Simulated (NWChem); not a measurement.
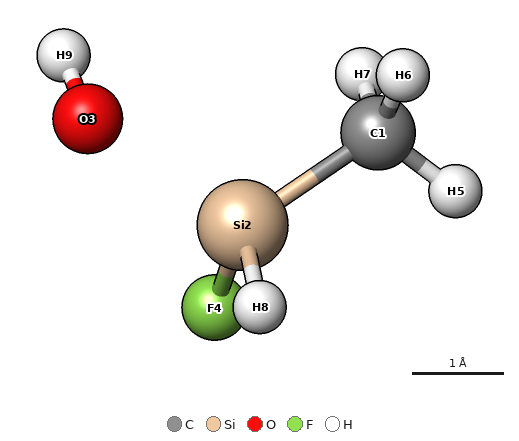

**Figure 1.** The structure (ball-and-stick view, seen at a tilt; atoms are numbered from 1 in the order of the input). Sticks are drawn by distance; a stretched bond gets none, so the picture shows separate pieces.

# CH5FOSi: single-point calculation

- system: CH5FOSi
- method: B3LYP/def2-SVP, RKS (NWChem 7.3.0)

A bond length was changed on purpose from its optimised value.

Input file:
```
start ch5fosi
title "CH5FOSi"
memory 2200 mb

geometry units angstroms noautosym nocenter noautoz
   C       -1.389528       0.492679      -0.143048
   Si       0.268372       0.050579      -0.836848
   O        1.699800      -0.426000       0.658800
   F        0.055772      -1.209221      -1.802348
   H       -2.089628       0.734179      -0.946648
   H       -1.312428       1.361679       0.514952
   H       -1.814328      -0.335021       0.431552
   H        0.883672       1.127979      -1.637748
   H        1.474600      -1.073100       1.328200
end

basis spherical bse
   C library def2-SVP
   Si library def2-SVP
   O library def2-SVP
   F library def2-SVP
   H library def2-SVP
end

dft
   xc b3lyp
   grid xfine
   convergence energy 1e-08
   maxiter 100
   mulliken
   noprint "final vectors analysis"
end

task dft energy
```

Run on 1 thread of Intel Xeon (Granite Rapids), 16 GiB of memory available, shared host.

Command:
```bash
nwchem ch5fosi.nw > ch5fosi.out
```

Output:
```
Northwest Computational Chemistry Package (NWChem) 7.3.0
             --------------------------------------------------------

           Job information
           ---------------

    nwchem branch   = 7.3.0
    use scalapack   = T
    input           = ch5fosi.nw
    prefix          = ch5fosi.
    data base       = ./ch5fosi.db
    status          = startup
    nproc           =        1

           Memory information
           ------------------

    heap     =     72089600 doubles =      550.0 Mbytes
    stack    =     72089597 doubles =      550.0 Mbytes
    global   =    144179200 doubles =     1100.0 Mbytes (distinct from heap & stack)
    total    =    288358397 doubles =     2200.0 Mbytes
    verify   = yes
    hardfail = no

           Directory information
           ---------------------

  0 permanent = .
  0 scratch   = .

                                NWChem Input Module
                                -------------------

                                      CH5FOSi
                                      -------

 Scaling coordinates for geometry "geometry" by  1.889725989
 (inverse scale =  0.529177249)

                             Geometry "geometry" -> ""
                             -------------------------

 Output coordinates in angstroms (scale by  1.889725989 to convert to a.u.)

  No.       Tag          Charge          X              Y              Z
 ---- ---------------- ---------- -------------- -------------- --------------
    1 C                    6.0000    -1.38952800     0.49267900    -0.14304800
    2 Si                  14.0000     0.26837200     0.05057900    -0.83684800
    3 O                    8.0000     1.69980000    -0.42600000     0.65880000
    4 F                    9.0000     0.05577200    -1.20922100    -1.80234800
    5 H                    1.0000    -2.08962800     0.73417900    -0.94664800
    6 H                    1.0000    -1.31242800     1.36167900     0.51495200
    7 H                    1.0000    -1.81432800    -0.33502100     0.43155200
    8 H                    1.0000     0.88367200     1.12797900    -1.63774800
    9 H                    1.0000     1.47460000    -1.07310000     1.32820000

      Atomic Mass
      -----------

      C                 12.000000
      Si                27.976930
      O                 15.994910
      F                 18.998400
      H                  1.007825

 Effective nuclear repulsion energy (a.u.)     170.3619519510

            Nuclear Dipole moment (a.u.)
            ----------------------------
        X                 Y               Z
 ---------------- ---------------- ----------------
    12.5898761003   -16.6505514299   -45.0408328118

            XYZ format geometry
            -------------------
     9
 geometry
 C                    -1.38952800     0.49267900    -0.14304800
 Si                    0.26837200     0.05057900    -0.83684800
 O                     1.69980000    -0.42600000     0.65880000
 F                     0.05577200    -1.20922100    -1.80234800
 H                    -2.08962800     0.73417900    -0.94664800
 H                    -1.31242800     1.36167900     0.51495200
 H                    -1.81432800    -0.33502100     0.43155200
 H                     0.88367200     1.12797900    -1.63774800
 H                     1.47460000    -1.07310000     1.32820000

 ==============================================================================
                                internuclear distances
 ------------------------------------------------------------------------------
       center one      |      center two      | atomic units |  angstroms
 ------------------------------------------------------------------------------
    2 Si               |   1 C                |     3.49750  |     1.85080
    4 F                |   2 Si               |     3.02621  |     1.60140
    5 H                |   1 C                |     2.06511  |     1.09281
    6 H                |   1 C                |     2.06497  |     1.09273
    7 H                |   1 C                |     2.06639  |     1.09348
    8 H                |   2 Si               |     2.79068  |     1.47676
    9 H                |   3 O                |     1.81015  |     0.95789
 ------------------------------------------------------------------------------
                         number of included internuclear distances:          7
 ==============================================================================

 ==============================================================================
                                 internuclear angles
 ------------------------------------------------------------------------------
        center 1       |       center 2       |       center 3       |  degrees
 ------------------------------------------------------------------------------
    2 Si               |   1 C                |   5 H                |   110.55
    2 Si               |   1 C                |   6 H                |   110.64
    2 Si               |   1 C                |   7 H                |   111.36
    5 H                |   1 C                |   6 H                |   108.20
    5 H                |   1 C                |   7 H                |   107.75
    6 H                |   1 C                |   7 H                |   108.24
    1 C                |   2 Si               |   4 F                |   107.16
    1 C                |   2 Si               |   8 H                |   113.72
    4 F                |   2 Si               |   8 H                |   107.59
 ------------------------------------------------------------------------------
                            number of included internuclear angles:          9
 ==============================================================================

                      Basis "ao basis" -> "" (spherical)
                      -----
  [basis functions not shown]

 Summary of "ao basis" -> "" (spherical)
 ------------------------------------------------------------------------------
       Tag                 Description            Shells   Functions and Types
 ---------------- ------------------------------  ------  ---------------------
 C                          def2-SVP                 6       14   3s2p1d
 Si                         def2-SVP                 8       18   4s3p1d
 O                          def2-SVP                 6       14   3s2p1d
 F                          def2-SVP                 6       14   3s2p1d
 H                          def2-SVP                 3        5   2s1p

                                 NWChem DFT Module
                                 -----------------

                                      CH5FOSi

 Summary of "ao basis" -> "ao basis" (spherical)
 ------------------------------------------------------------------------------
       Tag                 Description            Shells   Functions and Types
 ---------------- ------------------------------  ------  ---------------------
 C                          def2-SVP                 6       14   3s2p1d
 Si                         def2-SVP                 8       18   4s3p1d
 O                          def2-SVP                 6       14   3s2p1d
 F                          def2-SVP                 6       14   3s2p1d
 H                          def2-SVP                 3        5   2s1p

  Caching 1-el integrals
  itol2e modified to match energy
  convergence criterion.
  tol_rho modified to match energy
  convergence criterion.

            General Information
            -------------------
          SCF calculation type: DFT
          Wavefunction type:  closed shell.
          No. of atoms     :     9
          No. of electrons :    42
           Alpha electrons :    21
            Beta electrons :    21
          Charge           :     0
          Spin multiplicity:     1
          Use of symmetry is: off; symmetry adaption is: off
          Maximum number of iterations: 100
          AO basis - number of functions:    85
                     number of shells:    41
          Convergence on energy requested:  1.00D-08
          Convergence on density requested:  1.00D-05
          Convergence on gradient requested:  5.00D-04

              XC Information
              --------------
                         B3LYP Method XC Potential
                     Hartree-Fock (Exact) Exchange  0.200
                        Slater Exchange Functional  0.800 local
                    Becke 1988 Exchange Functional  0.720 non-local
              Lee-Yang-Parr Correlation Functional  0.810
                  VWN I RPA Correlation Functional  0.190 local

             Grid Information
             ----------------
          Grid used for XC integration:  xfine
          Radial quadrature: Mura-Knowles
          Angular quadrature: Lebedev.
          Tag              B.-S. Rad. Rad. Pts. Rad. Cut. Ang. Pts.
          ---              ---------- --------- --------- ---------
          C                   0.70      100          11.0      1454
          Si                  1.10      125          10.0      1454
          O                   0.60      100          11.0      1454
          F                   0.50      100          10.0      1454
          H                   0.35      100          12.0      1202
          Grid pruning is: on
          Number of quadrature shells:   925
          Spatial weights used:  Erf1

          Convergence Information
          -----------------------
          Convergence aids based upon iterative change in
          total energy or number of iterations.
          Levelshifting, if invoked, occurs when the
          HOMO/LUMO gap drops below (HL_TOL):  1.00D-02
          DIIS, if invoked, will attempt to extrapolate
          using up to (NFOCK): 10 stored Fock matrices.

                    Damping( 0%)  Levelshifting(0.5)       DIIS
                  --------------- ------------------- ---------------
          dE  on:    start            ASAP                start
          dE off:    2 iters        100 iters           100 iters

      Screening Tolerance Information
      -------------------------------
          Density screening/tol_rho:  1.00D-11
          AO Gaussian exp screening on grid/accAOfunc:  18
          CD Gaussian exp screening on grid/accCDfunc:  20
          XC Gaussian exp screening on grid/accXCfunc:  20
          Schwarz screening/accCoul:  1.00D-09

      Superposition of Atomic Density Guess
      -------------------------------------

 Sum of atomic energies:        -502.84341514

      Non-variational initial energy
      ------------------------------

 Total energy =    -503.897394
 1-e energy   =   -1034.038334
 2-e energy   =     359.778988
 HOMO         =      -0.391725
 LUMO         =       0.000631

   Time after variat. SCF:      0.1

     ---------------------------------------------
      Total Density - Mulliken Population Analysis
     ---------------------------------------------

    Atom       Charge   Shell Charges
 -----------   ------   -------------------------------------------------------
    1 C    6     6.57   1.99  0.96  0.27  2.12  1.22  0.01
    2 Si  14    12.57   2.00  1.99  0.90  0.20  5.93  0.77  0.55  0.22
    3 O    8     8.99   1.99  1.11  0.71  3.08  2.10  0.00
    4 F    9     9.56   1.99  1.14  0.78  3.51  2.13  0.00
    5 H    1     0.85   0.64  0.18  0.03
    6 H    1     0.86   0.65  0.18  0.03
    7 H    1     0.86   0.65  0.18  0.03
    8 H    1     1.06   0.68  0.37  0.01
    9 H    1     0.68   0.54  0.08  0.06
   Time prior to 1st pass:      0.1

 Grid_pts file          = ./ch5fosi.gridpts.0
 Record size in doubles =  12289        No. of grid_pts per rec  =   3070
 Max. records in memory =    483        Max. recs in file   = *********

           Memory utilization after 1st SCF pass:
           Heap Space remaining (MW):       32.60            32595488
          Stack Space remaining (MW):       72.09            72088908

   convergence    iter        energy       DeltaE   RMS-Dens  Diis-err    time
 ---------------- ----- ----------------- --------- --------- ---------  ------
 d= 0,ls=0.0,diis     1   -505.3692894200 -6.76D+02  2.61D-02  9.45D-01     2.2
 d= 0,ls=0.0,diis     2   -505.0392854422  3.30D-01  1.86D-02  4.08D+00     4.0
 d= 0,ls=0.0,diis     3   -505.4788232316 -4.40D-01  3.16D-03  9.15D-02     5.7
 d= 0,ls=0.0,diis     4   -505.4849098450 -6.09D-03  1.16D-03  3.86D-02     7.4
 d= 0,ls=0.0,diis     5   -505.4881306153 -3.22D-03  1.67D-04  3.55D-04     9.5
  Resetting Diis
 d= 0,ls=0.0,diis     6   -505.4881580642 -2.74D-05  6.26D-05  6.02D-05    11.5
 d= 0,ls=0.0,diis     7   -505.4881656566 -7.59D-06  2.80D-05  1.68D-06    13.6
 d= 0,ls=0.0,diis     8   -505.4881653451  3.11D-07  1.66D-05  4.67D-06    15.7
 d= 0,ls=0.0,diis     9   -505.4881658687 -5.24D-07  3.21D-06  1.42D-07    17.8
 d= 0,ls=0.0,diis    10   -505.4881658826 -1.39D-08  7.27D-07  7.83D-09    19.9
 d= 0,ls=0.0,diis    11   -505.4881658836 -9.43D-10  2.15D-07  1.77D-10    22.0

         Total DFT energy =     -505.488165883579
      One electron energy =    -1037.209109240188
           Coulomb energy =      408.643355410326
    Exchange-Corr. energy =      -47.284364004700
 Nuclear repulsion energy =      170.361951950983

 Numeric. integr. density =       42.000000005657

     Total iterative time =     21.8s

     ---------------------------------------------
      Total Density - Mulliken Population Analysis
     ---------------------------------------------

    Atom       Charge   Shell Charges
 -----------   ------   -------------------------------------------------------
    1 C    6     6.26   1.98  0.90  0.21  2.15  0.99  0.02
    2 Si  14    13.16   2.00  1.98  1.03  0.11  5.93  1.11  0.67  0.34
    3 O    8     8.52   1.99  1.08  0.73  2.79  1.92  0.01
    4 F    9     9.32   1.99  1.13  0.79  3.36  2.05  0.01
    5 H    1     0.94   0.73  0.18  0.03
    6 H    1     0.94   0.73  0.18  0.03
    7 H    1     0.94   0.73  0.18  0.03
    8 H    1     1.10   0.75  0.34  0.01
    9 H    1     0.83   0.69  0.08  0.07

     -------------------------------------------
      Total Density - Lowdin Population Analysis
     -------------------------------------------

    Atom       Charge   Shell Charges
 -----------   ------   -------------------------------------------------------
    1 C    6     6.25   1.96  0.59  0.33  1.92  1.40  0.05
    2 Si  14    13.27   2.00  1.93  0.66  0.32  5.81  1.15  0.88  0.53
    3 O    8     8.38   1.97  0.92  0.69  2.65  2.14  0.01
    4 F    9     9.19   1.98  1.02  0.76  3.23  2.20  0.01
    5 H    1     0.95   0.62  0.26  0.07
    6 H    1     0.95   0.62  0.26  0.07
    7 H    1     0.95   0.62  0.26  0.07
    8 H    1     1.09   0.65  0.42  0.03
    9 H    1     0.95   0.57  0.19  0.19

 center of mass
 --------------
 x =   0.38265162 y =  -0.48725555 z =  -1.16075612

 moments of inertia (a.u.)
 ------------------
         348.046686994349          70.872238311535         -82.470211333206
          70.872238311535         516.939013393024         -67.055205753962
         -82.470211333206         -67.055205753962         406.834917035662

     Multipole analysis of the density
     ---------------------------------

     L   x y z        total         alpha         beta         nuclear
     -   - - -        -----         -----         ----         -------
     0   0 0 0     -0.000000    -21.000000    -21.000000     42.000000

     1   1 0 0     -1.037310     -6.813593     -6.813593     12.589876
     1   0 1 0      0.312767      8.481659      8.481659    -16.650551
     1   0 0 1      0.161450     22.601141     22.601141    -45.040833

     2   2 0 0    -25.890256    -98.778753    -98.778753    171.667249
     2   1 1 0     -0.507386     24.058925     24.058925    -48.625235
     2   1 0 1     -0.360049    -12.916232    -12.916232     25.472415
     2   0 2 0    -22.640340    -48.875742    -48.875742     75.111144
     2   0 1 1     -2.964978    -24.593132    -24.593132     46.221285
     2   0 0 2    -22.947576    -97.945921    -97.945921    172.944265

 Task  times  cpu:       22.0s     wall:       22.0s
 Total times  cpu:       22.0s     wall:       22.0s
```

Results in brief:

| quantity | value |
| --- | --- |
| outcome | converged |
| total energy | −505.488166 hartree |
| basis functions | 85 |
| dipole moment | 2.78 D |
| wall time | 23 s |
| peak memory | 0.14 GiB |
